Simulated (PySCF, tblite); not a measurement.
# C4H14B2O2Si: geometry, infrared bands and NMR shifts

What infrared bands and NMR shifts should C4H14B2O2Si (`BOB(C)O[C@@H](C)[SiH2]C`) show?

Computed with tblite 0.8.0 and PySCF 2.14.0, with density-fitted response routines of our own, on a single molecule in the gas phase. Atoms count from 0, in the outputs and in this text.

## Step 1: The starting structure

23 atoms, charge 0, multiplicity 1; geometry from: force field or distance geometry start.

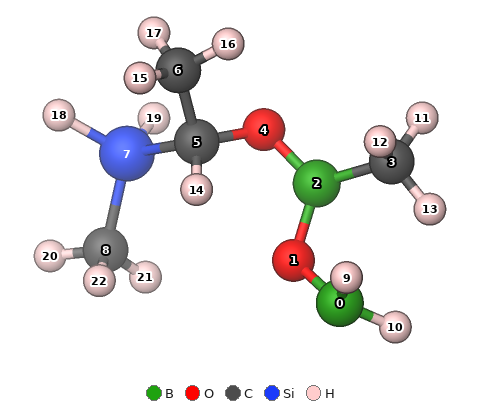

The starting geometry (boron green, oxygen red, carbon dark grey, silicon blue, hydrogen pink), atoms numbered.

## Step 2: Geometry optimisation with GFN2-xTB

The job: settings as JSON, then the geometry in Å.

```
{"job": {"kind": "relax", "xc": "GFN2-xTB", "basis": "xTB"}, "charge": 0, "multiplicity": 1}
B     -2.619100     1.643900     0.197800
O     -1.318700     1.216800    -0.310100
B     -1.323700    -0.213800    -0.626100
C     -2.706700    -0.990600    -0.609700
O     -0.045200    -0.892100    -0.693100
C      0.736400    -0.538100     0.390000
C      1.077300    -1.851500     1.079700
Si     2.345200     0.155300    -0.271000
C      2.401700     1.994200    -0.327800
H     -3.050300     0.979900     1.108200
H     -3.428700     1.950100    -0.641100
H     -2.774300    -1.772600    -1.407900
H     -2.844600    -1.479900     0.389600
H     -3.552800    -0.297100    -0.814400
H      0.240100     0.181000     1.084300
H      1.319700    -1.724000     2.151300
H      0.227400    -2.570300     1.040700
H      1.941300    -2.293000     0.546100
H      3.479700    -0.333300     0.514700
H      2.569200    -0.350600    -1.644500
H      3.457100     2.383200    -0.323000
H      1.894500     2.440600    -1.190800
H      1.969800     2.388800     0.640100
```

Launch:

```bash
$ OMP_NUM_THREADS=1 python probes_run.py task.json out
```

This one command runs all jobs of the session in turn.

Output:

```text
step      E/eV     max force
  0    -763.77379    4.145
  1    -764.44732    2.020
  2    -764.74874    1.415
  3    -764.85998    0.978
  4    -764.98648    0.753
  5    -765.04087    0.687
  6    -765.11691    0.781
  7    -765.16675    0.915
  8    -765.23137    0.873
  9    -765.29514    0.655
 10    -765.36559    0.758
 11    -765.43032    0.652
 12    -765.47651    0.491
 13    -765.50390    0.463
 14    -765.53458    0.426
 15    -765.57353    0.525
 16    -765.61457    0.484
 17    -765.65107    0.548
 18    -765.68492    0.611
 19    -765.72111    0.550
 20    -765.76081    0.552
 21    -765.79329    0.454
 22    -765.81482    0.320
 23    -765.83111    0.339
 24    -765.85049    0.351
 25    -765.86872    0.268
 26    -765.88314    0.227
 27    -765.89432    0.259
 28    -765.90618    0.317
 29    -765.91992    0.315
 30    -765.93609    0.265
 31    -765.94811    0.226
 32    -765.95767    0.266
 33    -765.96867    0.301
 34    -765.98281    0.256
 35    -765.99319    0.296
 36    -766.00179    0.216
 37    -766.00904    0.203
 38    -766.01606    0.210
 39    -766.02245    0.200
 40    -766.02934    0.217
 41    -766.03653    0.160
 42    -766.04424    0.172
 43    -766.05299    0.202
 44    -766.06269    0.309
 45    -766.07314    0.382
 46    -766.08322    0.326
 47    -766.09159    0.211
 48    -766.09824    0.189
 49    -766.10357    0.217
 50    -766.10928    0.230
 51    -766.11517    0.185
 52    -766.12220    0.185
 53    -766.12569    0.123
 54    -766.13131    0.134
 55    -766.13732    0.153
 56    -766.14198    0.139
 57    -766.14575    0.147
 58    -766.14894    0.103
 59    -766.15179    0.110
 60    -766.15494    0.142
 61    -766.15848    0.122
 62    -766.16202    0.105
 63    -766.16487    0.119
 64    -766.16711    0.122
 65    -766.16919    0.117
 66    -766.17167    0.119
 67    -766.17449    0.129
 68    -766.17751    0.138
 69    -766.18056    0.106
 70    -766.18392    0.116
 71    -766.18783    0.117
 72    -766.19225    0.141
 73    -766.19582    0.111
 74    -766.19817    0.090
 75    -766.19953    0.089
 76    -766.20126    0.085
 77    -766.20311    0.070
 78    -766.20473    0.081
 79    -766.20592    0.085
 80    -766.20707    0.083
 81    -766.20842    0.079
 82    -766.20985    0.070
 83    -766.21091    0.059
 84    -766.21168    0.062
 85    -766.21242    0.074
 86    -766.21328    0.073
 87    -766.21410    0.044
 88    -766.21469    0.045
 89    -766.21513    0.043
 90    -766.21559    0.053
 91    -766.21613    0.052
 92    -766.21675    0.052
 93    -766.21741    0.059
 94    -766.21821    0.065
 95    -766.21910    0.075
 96    -766.22007    0.074
 97    -766.22113    0.073
 98    -766.22221    0.056
 99    -766.22310    0.054
100    -766.22378    0.053
101    -766.22418    0.047
102    -766.22453    0.040
103    -766.22494    0.042
104    -766.22561    0.052
105    -766.22616    0.043
106    -766.22670    0.043
107    -766.22709    0.038
108    -766.22740    0.040
109    -766.22764    0.031
110    -766.22786    0.030
111    -766.22806    0.035
112    -766.22832    0.044
113    -766.22865    0.049
114    -766.22903    0.046
115    -766.22936    0.043
116    -766.22961    0.037
117    -766.22983    0.039
118    -766.23010    0.038
119    -766.23046    0.037
120    -766.23077    0.036
121    -766.23106    0.038
122    -766.23138    0.042
123    -766.23178    0.041
124    -766.23217    0.044
125    -766.23249    0.036
126    -766.23273    0.034
127    -766.23298    0.037
128    -766.23332    0.048
129    -766.23381    0.065
130    -766.23420    0.056
131    -766.23456    0.038
132    -766.23486    0.040
133    -766.23512    0.033
134    -766.23533    0.032
135    -766.23549    0.030
136    -766.23567    0.029
137    -766.23592    0.036
138    -766.23627    0.041
139    -766.23672    0.057
140    -766.23726    0.063
141    -766.23785    0.044
142    -766.23852    0.060
143    -766.23919    0.058
144    -766.24020    0.069
145    -766.24127    0.089
146    -766.24228    0.065
147    -766.24299    0.056
148    -766.24349    0.034
149    -766.24381    0.031
150    -766.24416    0.034
151    -766.24456    0.037
152    -766.24494    0.040
153    -766.24527    0.041
154    -766.24562    0.042
155    -766.24605    0.048
156    -766.24657    0.049
157    -766.24710    0.039
158    -766.24750    0.042
159    -766.24778    0.043
160    -766.24802    0.039
161    -766.24830    0.031
162    -766.24862    0.029
163    -766.24883    0.030
164    -766.24904    0.029
165    -766.24928    0.034
166    -766.24964    0.043
167    -766.25016    0.054
168    -766.25080    0.059
169    -766.25142    0.054
170    -766.25205    0.093
171    -766.25282    0.074
172    -766.25429    0.074
173    -766.25614    0.086
174    -766.25775    0.073
175    -766.25866    0.097
176    -766.25955    0.050
177    -766.25999    0.059
178    -766.26060    0.049
179    -766.26128    0.067
180    -766.26171    0.056
181    -766.26210    0.045
182    -766.26253    0.054
183    -766.26292    0.048
184    -766.26332    0.041
185    -766.26369    0.039
186    -766.26409    0.044
187    -766.26447    0.044
188    -766.26486    0.046
189    -766.26521    0.042
190    -766.26561    0.054
191    -766.26587    0.061
192    -766.26637    0.051
193    -766.26681    0.042
194    -766.26729    0.040
195    -766.26765    0.039
196    -766.26788    0.058
197    -766.26818    0.036
198    -766.26844    0.034
199    -766.26867    0.025
200    -766.26884    0.026
201    -766.26908    0.027
202    -766.26935    0.037
203    -766.26973    0.050
204    -766.27021    0.049
205    -766.27074    0.060
206    -766.27128    0.046
207    -766.27173    0.055
208    -766.27218    0.042
209    -766.27251    0.037
210    -766.27278    0.032
211    -766.27295    0.037
212    -766.27309    0.023
213    -766.27319    0.015
214    -766.27325    0.013
215    -766.27331    0.017
216    -766.27337    0.018
217    -766.27344    0.017
218    -766.27351    0.015
219    -766.27358    0.016
220    -766.27364    0.018
221    -766.27371    0.020
222    -766.27380    0.022
223    -766.27389    0.020
224    -766.27397    0.015
225    -766.27403    0.016
226    -766.27410    0.019
227    -766.27420    0.022
228    -766.27434    0.030
229    -766.27447    0.028
230    -766.27459    0.024
231    -766.27467    0.028
232    -766.27476    0.024
233    -766.27483    0.020
234    -766.27491    0.018
235    -766.27497    0.018
236    -766.27501    0.011
237    -766.27504    0.011
238    -766.27505    0.009
```

It took 2.3 s on 1 thread of Arm Neoverse V1, shared host.

The steps of the relaxation: (not every step is listed)

| step | energy from step 0 (eV) | largest force (eV/Å) |
| --- | --- | --- |
| 0 | 0.0000 | 4.1450 |
| 1 | -0.6735 | 2.0204 |
| 2 | -0.9750 | 1.4150 |
| 3 | -1.0862 | 0.9783 |
| 4 | -1.2127 | 0.7529 |
| 5 | -1.2671 | 0.6866 |
| 6 | -1.3431 | 0.7808 |
| 7 | -1.3930 | 0.9145 |
| 8 | -1.4576 | 0.8731 |
| 30 | -2.1623 | 0.2647 |
| 52 | -2.3484 | 0.1853 |
| 74 | -2.4244 | 0.0895 |
| 96 | -2.4463 | 0.0739 |
| 118 | -2.4563 | 0.0379 |
| 140 | -2.4635 | 0.0626 |
| 162 | -2.4748 | 0.0293 |
| 184 | -2.4895 | 0.0414 |
| 206 | -2.4975 | 0.0459 |
| 228 | -2.5006 | 0.0296 |
| 233 | -2.5010 | 0.0200 |
| 234 | -2.5011 | 0.0177 |
| 235 | -2.5012 | 0.0182 |
| 236 | -2.5012 | 0.0108 |
| 237 | -2.5013 | 0.0107 |
| 238 | -2.5013 | 0.0090 |

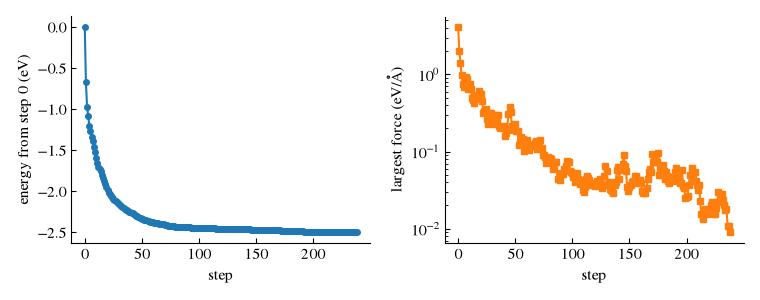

Energy and largest force along the relaxation.

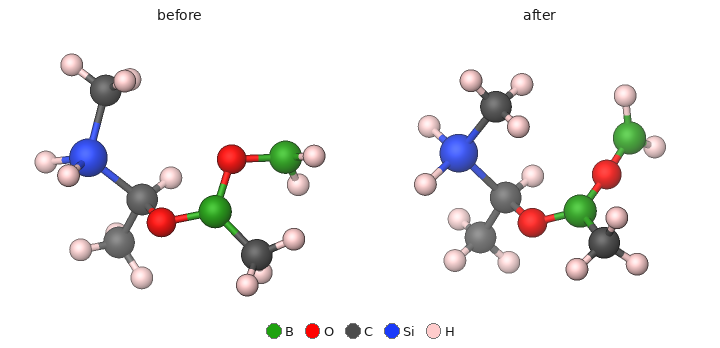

Before and after, at one scale.

Distances of close pairs at the start and the end, largest changes first:

| bond | before (Å) | after (Å) | change (Å) |
| --- | --- | --- | --- |
| B0–O1 | 1.460 | 1.298 | -0.162 |
| O1–B2 | 1.465 | 1.332 | -0.133 |
| B2–O4 | 1.449 | 1.350 | -0.099 |
| Si7–C8 | 1.841 | 1.895 | +0.054 |
| O4–C5 | 1.382 | 1.431 | +0.050 |
| C8–H22 | 1.131 | 1.087 | -0.044 |
| C5–Si7 | 1.872 | 1.916 | +0.044 |
| C8–H20 | 1.125 | 1.086 | -0.039 |

The end geometry stands in the next job.

## Step 3: Harmonic vibrations with GFN2-xTB

The job: settings as JSON, then the geometry in Å.

```
{"job": {"kind": "ir", "xc": "GFN2-xTB", "basis": "xTB"}, "charge": 0, "multiplicity": 1}
B     -1.936638     1.772235     1.054087
O     -1.708683     0.724802     0.322205
B     -1.382855    -0.354145    -0.387399
C     -2.355279    -0.890398    -1.540485
O     -0.233658    -1.030825    -0.176692
C      0.742959    -0.665716     0.803935
C      1.165122    -1.922515     1.554281
Si     2.161005     0.169465    -0.177738
C      1.467210     1.690528    -1.070222
H     -2.534924     1.663084     2.069451
H     -1.549541     2.833551     0.698608
H     -1.916455    -1.732948    -2.064609
H     -3.309093    -1.210134    -1.127994
H     -2.567961    -0.110392    -2.267508
H      0.291913     0.035344     1.519171
H      1.926968    -1.674859     2.288744
H      0.313825    -2.370838     2.064324
H      1.569447    -2.652835     0.858397
H      3.219303     0.552187     0.769918
H      2.675559    -0.809407    -1.141817
H      2.235388     2.201275    -1.643451
H      0.673837     1.405170    -1.756320
H      1.047796     2.404356    -0.365870
```

Output:

```text
mode    cm-1     km/mol
  1      35.6      0.16
  2      40.8      0.02
  3      48.3      0.37
  4      72.5      0.22
  5      77.2      0.45
  6      84.7      0.25
  7     119.1      0.17
  8     143.8      0.72
  9     160.5      0.83
 10     196.4      0.65
 11     221.5      5.49
 12     281.8      3.21
 13     298.1      0.06
 14     319.6      1.53
 15     381.8      0.19
 16     451.0     29.16
 17     469.3     50.52
 18     511.6     11.89
 19     584.1     12.76
 20     674.4     88.50
 21     693.0     50.74
 22     704.4      1.98
 23     755.6     90.25
 24     773.2    179.32
 25     823.9     74.39
 26     838.4     98.16
 27     844.5    134.62
 28     881.0     81.04
 29     889.3    117.65
 30     941.6      7.29
 31     958.6     56.53
 32    1007.3      8.69
 33    1077.8     16.94
 34    1099.2     82.96
 35    1127.5     69.74
 36    1221.9    323.67
 37    1258.2     37.37
 38    1267.5    202.39
 39    1315.0      0.87
 40    1367.6     12.02
 41    1378.0     22.12
 42    1400.1      2.39
 43    1476.2      1.11
 44    1480.7      1.02
 45    1482.8      1.66
 46    1492.4      1.30
 47    1493.6      2.35
 48    1503.3      3.09
 49    1542.9    547.53
 50    2198.9    368.02
 51    2234.7    251.75
 52    2495.6    207.76
 53    2506.0    210.39
 54    2865.3     56.90
 55    3013.4     37.28
 56    3029.2     34.96
 57    3030.3     22.43
 58    3032.5     12.80
 59    3038.2     23.81
 60    3038.6     33.09
 61    3041.4     23.84
 62    3044.0     23.00
 63    3065.7     24.20
```

It took 1.1 s on 1 thread of Arm Neoverse V1, shared host.

Which atoms move in the most intense modes:

| cm⁻¹ | km/mol | atoms |
| --- | --- | --- |
| 773 | 179.3 | Si7 36 %, C8 29 %, H18 12 %, H19 11 % |
| 1222 | 323.7 | B2 37 %, O4 20 %, H10 17 %, H9 16 % |
| 1268 | 202.4 | B2 29 %, H14 14 %, O4 13 %, H10 12 % |
| 1543 | 547.5 | O1 56 %, B0 31 %, B2 12 % |
| 2199 | 368.0 | H18 96 % |
| 2235 | 251.8 | H19 96 % |
| 2496 | 207.8 | H10 87 % |
| 2506 | 210.4 | H9 88 % |

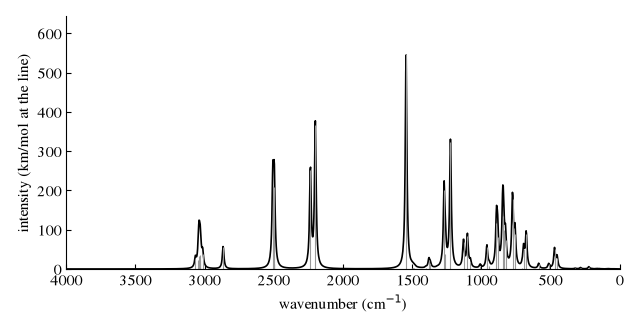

The infrared spectrum from these modes, unscaled. Lines are broadened to a width of 14 cm⁻¹ (Lorentzian).

## Step 4: Shielding tensors: PBE0/pcSseg-1

Settings changed since step 3:

```diff
@@ -1,2 +1,2 @@
-{"job": {"kind": "ir", "xc": "GFN2-xTB", "basis": "xTB"}, "charge": 0, "multiplicity": 1}
+{"job": {"kind": "nmr", "xc": "PBE0", "basis": "pcSseg-1"}, "charge": 0, "multiplicity": 1}
 B     -1.936638     1.772235     1.054087
```

With the program's defaults for keys left out, this is: GIAO PBE0/pcSseg-1 NMR shielding, non-relativistic, gas phase.

Output:

```text
coarse grid: 18992 points
cycle   1  E = -649.8016693335  dE =  8.380e-01  |g| = 8.696e-01  |ddm| = 4.030e+00
cycle   2  E = -649.6482212649  dE =  1.534e-01  |g| = 1.256e+00  |ddm| = 1.534e+00
cycle   3  E = -649.9469153084  dE = -2.987e-01  |g| = 1.355e-01  |ddm| = 1.033e+00
cycle   4  E = -649.9505035138  dE = -3.588e-03  |g| = 3.851e-02  |ddm| = 1.156e-01
cycle   5  E = -649.9508421217  dE = -3.386e-04  |g| = 8.847e-03  |ddm| = 3.215e-02
cycle   6  E = -649.9508562548  dE = -1.413e-05  |g| = 4.205e-03  |ddm| = 8.356e-03
cycle   7  E = -649.9508592655  dE = -3.011e-06  |g| = 9.060e-04  |ddm| = 2.931e-03
final grid: 176800 points
cycle   8  E = -650.0217456403  dE = -6.046e-05  |g| = 1.300e-02  |ddm| = 3.206e-02
cycle   9  E = -650.0217180439  dE =  2.760e-05  |g| = 1.811e-02  |ddm| = 1.822e-02
cycle  10  E = -650.0217795159  dE = -6.147e-05  |g| = 1.536e-03  |ddm| = 1.085e-02
cycle  11  E = -650.0217800420  dE = -5.261e-07  |g| = 2.449e-04  |ddm| = 1.546e-03
cycle  12  E = -650.0217800539  dE = -1.193e-08  |g| = 8.027e-05  |ddm| = 2.480e-04
cycle  13  E = -650.0217800552  dE = -1.304e-09  |g| = 4.007e-05  |ddm| = 8.801e-05
cycle  14  E = -650.0217800555  dE = -2.860e-10  |g| = 9.157e-06  |ddm| = 2.858e-05
converged SCF energy = -650.0217800555

GIAO shielding tensors (ppm)
atom      isotropic    diamagn.    paramagn.     s11        s22        s33       span
  0 B       59.554     197.718    -138.164     11.492     56.440    110.732     99.240
  1 O       61.070     394.354    -333.285    -69.346     47.097    205.458    274.804
  2 B       75.468     199.102    -123.633     51.199     83.051     92.155     40.955
  3 C      185.311     254.025     -68.715    176.447    181.975    197.511     21.064
  4 O      188.682     400.537    -211.855     88.572    195.540    281.933    193.361
  5 C      122.575     250.978    -128.402     86.147    115.801    165.778     79.632
  6 C      164.862     246.234     -81.373    147.360    161.049    186.176     38.816
  7 Si     387.476     882.094    -494.617    342.743    389.570    430.116     87.373
  8 C      195.510     256.017     -60.507    190.273    194.823    201.434     11.162
  9 H       26.291      31.038      -4.747     25.358     25.751     27.764      2.406
 10 H       26.281      32.438      -6.157     25.009     25.963     27.873      2.864
 11 H       31.373      32.155      -0.782     26.679     30.374     37.065     10.386
 12 H       31.291      29.225       2.066     27.455     28.391     38.026     10.571
 13 H       31.336      30.862       0.474     27.444     29.090     37.473     10.029
 14 H       27.649      35.678      -8.029     24.311     28.510     30.126      5.816
 15 H       30.564      29.018       1.546     26.141     28.221     37.329     11.188
 16 H       30.067      29.913       0.154     25.664     28.077     36.460     10.795
 17 H       30.041      29.908       0.133     26.384     28.533     35.205      8.821
 18 H       27.613      30.123      -2.510     23.858     26.007     32.974      9.116
 19 H       27.678      30.481      -2.802     24.418     26.211     32.406      7.988
 20 H       31.558      29.171       2.386     26.645     27.747     40.282     13.636
 21 H       31.439      34.760      -3.321     26.382     30.642     37.292     10.911
 22 H       31.572      33.678      -2.106     26.788     29.597     38.329     11.541
```

Wall time 58 s (1 thread of Arm Neoverse V1, shared host); peak memory 0.97 GiB.

The references, computed at this level on geometries of the same kind, shield at (ppm): ¹H TMS 31.72, ¹³C TMS 186.9, ²⁹Si TMS 349.2, ¹⁷O H2O 336.1, ¹¹B BF3·OEt2 100.1. Their shielding less the atom's gives the shift. The references are single molecules in the gas phase, so shifts against H2O, NH3, PH3, H3PO4 or CFCl3 are not on the usual liquid scales and can be off by tens of ppm. Atoms listed in one row are averaged.

| atoms | environment | σ (ppm) | δ (ppm) | δ scaled to CDCl3 |
| --- | --- | --- | --- | --- |
| C5 | sp3 CH bonded to O and Si | 122.6 | 64.3 | 60.9 |
| C6 | methyl carbon | 164.9 | 22.1 | 19.6 |
| C3 | methyl carbon bonded to B | 185.3 | 1.6 | -0.3 |
| C8 | methyl carbon bonded to Si | 195.5 | -8.6 | -10.3 |
| H9, H10 | hydrogen on a boron bonded to O | 26.29 | 5.43 | – |
| H18 | hydrogen on a silicon bonded to 2 C | 27.61 | 4.10 | – |
| H14 | hydrogen on an sp3 CH bonded to O and Si | 27.65 | 4.07 | 3.94 |
| H19 | hydrogen on a silicon bonded to 2 C | 27.68 | 4.04 | – |
| H15, H16, H17 | hydrogen on a methyl carbon | 30.22 | 1.49 | 1.51 |
| H11, H12, H13 | hydrogen on a methyl carbon bonded to B | 31.33 | 0.38 | 0.47 |
| H20, H21, H22 | hydrogen on a methyl carbon bonded to Si | 31.52 | 0.19 | 0.29 |
| B0 | boron bonded to O, 2 H | 59.6 | 40.5 | – |
| B2 | boron bonded to C, 2 O | 75.5 | 24.6 | – |
| O1 | oxygen bonded to 2 B | 61.1 | 275.0 | – |
| O4 | oxygen bonded to C, B | 188.7 | 147.4 | – |
| Si7 | silicon bonded to 2 C, 2 H | 387.5 | -38.3 | – |

The scaled column applies a straight-line fit of computed shieldings to shifts measured in CDCl3 (root-mean-square error 0.16 ppm for H, 1.9 ppm for C).

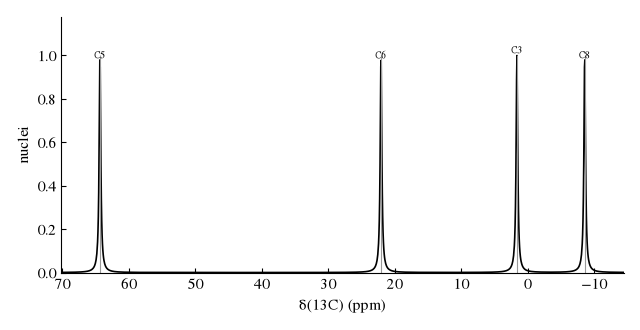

¹³C lines at the computed shifts, without couplings. Lines are broadened to a width of 0.29 ppm (Lorentzian).

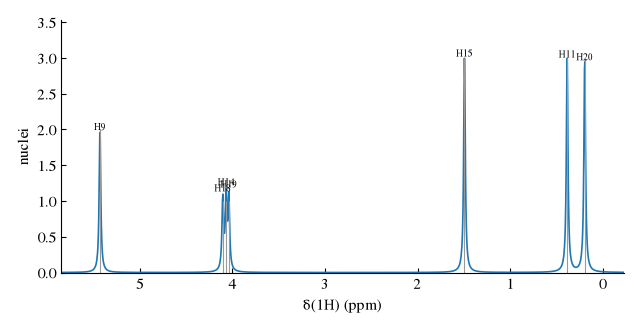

¹H lines at the computed shifts, without couplings. Lines are broadened to a width of 0.02 ppm (Lorentzian).

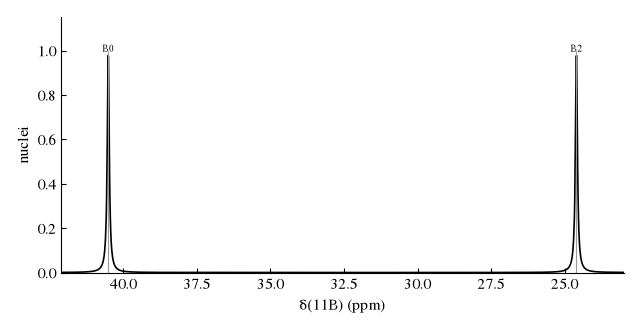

¹¹B lines at the computed shifts, without couplings. Lines are broadened to a width of 0.08 ppm (Lorentzian).

Charges from the same density, by scheme (e):

| atoms | Mulliken | IAO | Hirshfeld | ESP fit |
| --- | --- | --- | --- | --- |
| B0 | 0.23 | 0.16 | 0.18 | 0.38 |
| O1 | -0.38 | -0.35 | -0.17 | -0.36 |
| B2 | 0.61 | 0.50 | 0.27 | 0.72 |
| C3 | -0.53 | -0.60 | -0.20 | -0.66 |
| O4 | -0.49 | -0.39 | -0.16 | -0.47 |
| C5 | -0.29 | -0.16 | -0.03 | 0.17 |
| C6 | -0.22 | -0.42 | -0.12 | -0.57 |
| Si7 | 0.67 | 0.76 | 0.34 | 0.51 |
| C8 | -0.65 | -0.71 | -0.21 | -0.60 |

Hirshfeld charges:

B0 0.18; O1 -0.17; B2 0.27; C3 -0.20; O4 -0.16; C5 -0.03; C6 -0.12; Si7 0.34; C8 -0.21; H9 -0.07; H10 -0.07; H11 0.04; H12 0.04; H13 0.04; H14 0.03; H15 0.05; H16 0.04; H17 0.04; H18 -0.08; H19 -0.08; H20 0.04; H21 0.04; H22 0.04

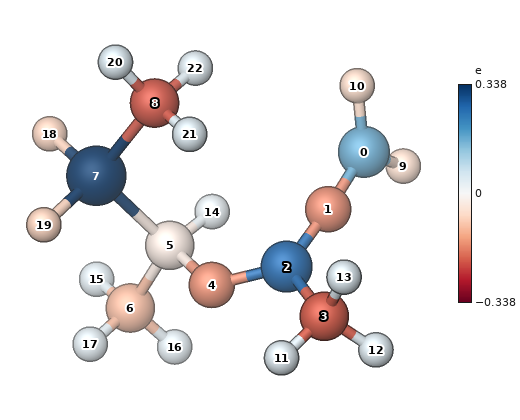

Hirshfeld charges, as colours on the atoms.

Mayer bond orders: B0–O1 1.24, O1–B2 1.00, B2–C3 1.03, B2–O4 1.19, O4–C5 0.81, C5–C6 1.06, C5–Si7 0.85, Si7–C8 0.96.

## Step 5: Summary of results

| quantity | value |
| --- | --- |
| strongest single infrared mode (GFN2-xTB) | 1543 cm⁻¹, 548 km/mol |
| zero-point energy (GFN2-xTB) | 111.4 kcal/mol |
| ¹³C shifts against TMS (PBE0/pcSseg-1) | 64.3, 22.1, 1.6, -8.6 ppm |
| ¹H shifts against TMS (PBE0/pcSseg-1, means over atoms taken as alike) | 5.43, 4.10, 4.07, 4.04, 1.49, 0.38, 0.19 ppm |
| ¹¹B shifts against BF3·OEt2 (PBE0/pcSseg-1) | 40.5, 24.6 ppm |
| ¹⁷O shifts against H2O (PBE0/pcSseg-1) | 275.0, 147.4 ppm |
| ²⁹Si shifts against TMS (PBE0/pcSseg-1) | -38.3 ppm |

What this shows: Relaxing lowered the energy by 2.501 eV in 238 steps; the close pair that moved most is B0–O1, from 1.460 to 1.298 Å. No mode is imaginary among the 63: a minimum at this level. The strongest single mode, at 1543 cm⁻¹, moves mainly O1 and B0. GFN2-xTB is a fitted tight-binding method: band positions and strengths are rough. Its intensities can rank the bands wrongly. The most deshielded carbon is C5 (sp3 CH bonded to O and Si), at 64.3 ppm: pulled downfield by the heteroatom. At PBE0/pcSseg-1: Shielding is most anisotropic at O1 (span 275 ppm, paramagnetic term -333 ppm).
